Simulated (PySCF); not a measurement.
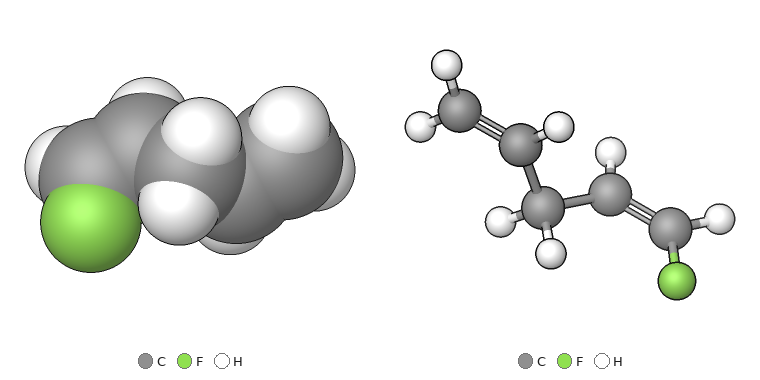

Two views of one molecule.

The geometry was computed by an optimisation with PBE0-D3(BJ)/def2-SVP. No frequency run is at hand to confirm it as a minimum.

Count the atoms of each element.

C₅H₇F, 13 atoms: 5 carbon, 7 hydrogen and 1 fluorine.

Give the symmetry (Schoenflies symbol).

C1.

Count the bonded pairs by element.

7 C–H, 4 C–C, 1 C–F.

Name some functional groups or characteristic bonds that it holds.

Among them: alkene, C–F bond.

Write the SMILES.

C=CC/C=C\F

The parts below concern this one geometry. Atoms keep their numbers from picture to picture.

## Shape

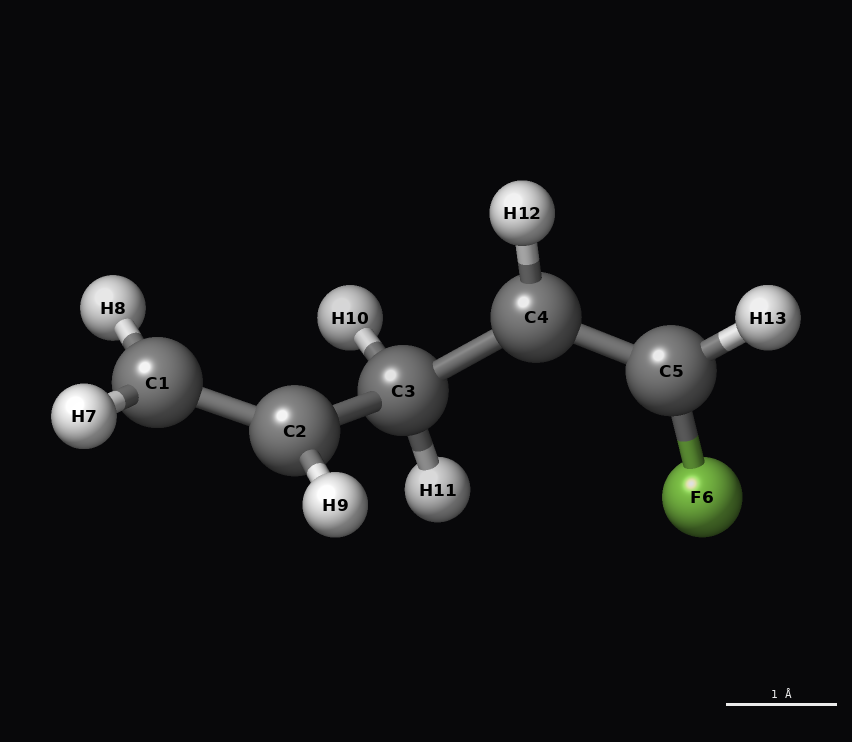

No frequency run is at hand to confirm it as a minimum.

List the bonds and their lengths.

```
  bond  length (Å)   order
 C1–C2       1.333  double
 C1–H7       1.093  single
 C1–H8       1.095  single
 C2–C3       1.501  single
 C2–H9       1.097  single
 C3–C4       1.499  single
C3–H10       1.104  single
C3–H11       1.102  single
 C4–C5       1.330  double
C4–H12       1.094  single
 C5–F6       1.334  single
C5–H13       1.094  single
```

## Levels of theory compared

No frequency run is at hand to confirm it as a minimum. Program: PySCF 2.14.0.

Compare HOMO–LUMO gap (eV) at these levels: B97-2/pcSseg-1; BHandHLYP/pcSseg-1; CAM-B3LYP/pcSseg-1; LC-wPBE/pcSseg-1; PBE0/6-31G; PBE0/STO-3G; PBE0/pcSseg-1; WP04/pcSseg-1; mPW1PW91/pcSseg-1; ωB97X-D/pcSseg-1.

| level | HOMO–LUMO gap (eV) |
| --- | --- |
| B97-2/pcSseg-1 | 6.92 |
| BHandHLYP/pcSseg-1 | 9.39 |
| CAM-B3LYP/pcSseg-1 | 9.73 |
| LC-wPBE/pcSseg-1 | 12.27 |
| PBE0/6-31G | 7.41 |
| PBE0/STO-3G | 7.94 |
| PBE0/pcSseg-1 | 7.23 |
| WP04/pcSseg-1 | 6.23 |
| mPW1PW91/pcSseg-1 | 7.24 |
| ωB97X-D/pcSseg-1 | 10.90 |

## Core levels

No frequency run is at hand to confirm it as a minimum. Properties computed with delta-SCF UKS PBE0, pcX-2 on the ionised atom, pcseg-1 elsewhere, spin-free X2C (PySCF 2.14.0).

Give the core-electron binding energies (to vacuum) of C1 1s, C2 1s, C3 1s, C4 1s, C5 1s, F6 1s.

```csv
atom,level,binding energy (eV)
C1,1s,289.8
C2,1s,290.2
C3,1s,290.6
C4,1s,290.2
C5,1s,292.2
F6,1s,692.1
```

## NMR shielding

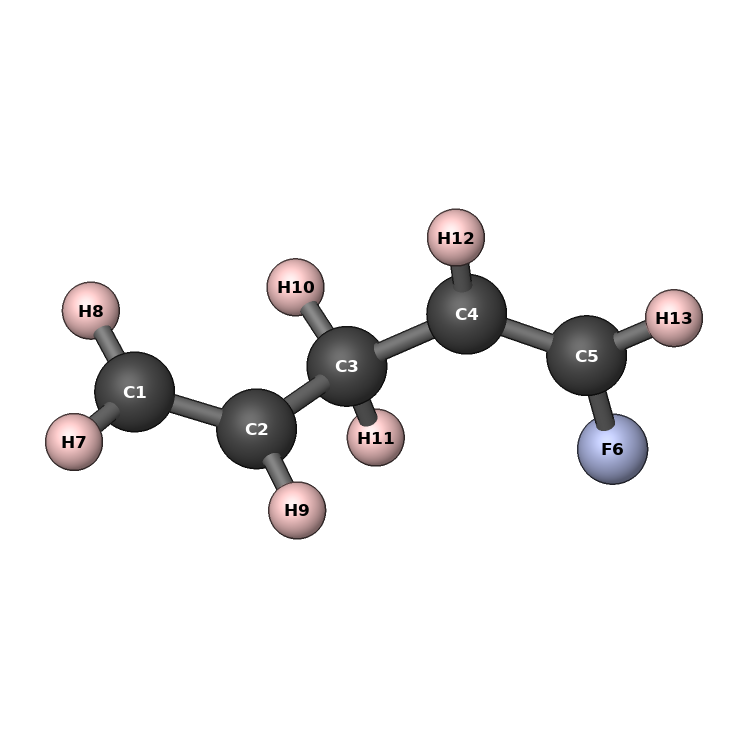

No frequency run is at hand to confirm it as a minimum. Method: GIAO B97-2/pcSseg-1 NMR shielding, non-relativistic, gas phase (PySCF 2.14.0). Principal shieldings σ11 ≤ σ22 ≤ σ33, span Ω = σ33 − σ11, skew κ = 3(σiso − σ22)/Ω.

Give the shielding tensors of the F atoms.

| atom | σ11 | σ22 | σ33 | σiso | Ω | κ |
| --- | --- | --- | --- | --- | --- | --- |
| F6 | 199.1 | 273.8 | 421.9 | 298.3 | 222.8 | 0.33 |

Shieldings and span in ppm.
